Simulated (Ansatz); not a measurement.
## TiC (rock salt): γ-surface

TiC (rock salt) is sheared across one {100} plane: the third cell vector gains the shift, so faults repeat every 6.5 Å. The cut lies between planes 2.17 Å apart; the cell height is held.

```yaml
crystal:
  lattice:
    - [3.06366, 0.00000, 0.00000]
    - [0.00000, 3.06366, 0.00000]
    - [1.53183, 1.53183, 6.49899]
  atoms:
    - { symbol: C, position: [0.00000, 0.00000, 0.83333] }
    - { symbol: C, position: [0.33333, 0.33333, 0.16667] }
    - { symbol: C, position: [0.66667, 0.66667, 0.50000] }
    - { symbol: Ti, position: [0.50000, 0.50000, 0.83333] }
    - { symbol: Ti, position: [0.83333, 0.83333, 0.16667] }
    - { symbol: Ti, position: [0.16667, 0.16667, 0.50000] }
```

In-plane vectors a = (3.064, 0.000) Å, b = (0.000, 3.064) Å, area 9.39 Å². The shift is x·a + y·b, and the map repeats with period 1 in x and y. The shift is rigid: no atom relaxes. γ = [E(shift) − E(0)] / area.

All values below come from PBE (plane waves to 420 eV, PAW, scalar-relativistic; Ansatz, a first-principles code). k mesh 13×13×13 (Γ-centred), Fermi-Dirac smearing 0.05 eV. Energies are extrapolated to zero smearing. Points where atoms come too close for the PAW data are left out (x in tables, blank in figures). With partly filled bands, the k mesh leaves noise in γ, roughly 0.02 J/m² as judged from a few cases. Faults lie only 6.5 Å apart, and holding the cell height and the atoms raises γ above its relaxed value. The PAW data are Ansatz's earlier set. TiC is run without spin polarisation. TiC was relaxed with its symmetry unable to fall. The zero of γ is zero shift.

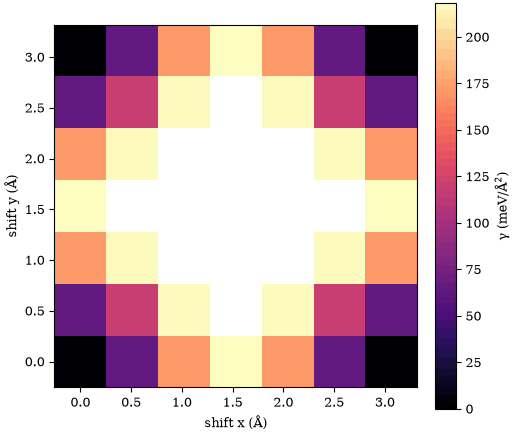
Figure. γ (meV/Å²) over one surface cell, drawn in its true shape from a 6×6 grid (a along the lower edge).

The highest γ on the easiest grid path from zero shift to a (an upper estimate of the barrier on so coarse a grid) comes out as 3.49 J/m². Local minima besides zero shift: no grid point is one. Lowest place on the grid: x = 0.000, y = 0.000 (0.00 J/m²).

(The slope of γ gives the shear force per area between the displaced halves; near zero shift its curvature is an elastic stiffness.)
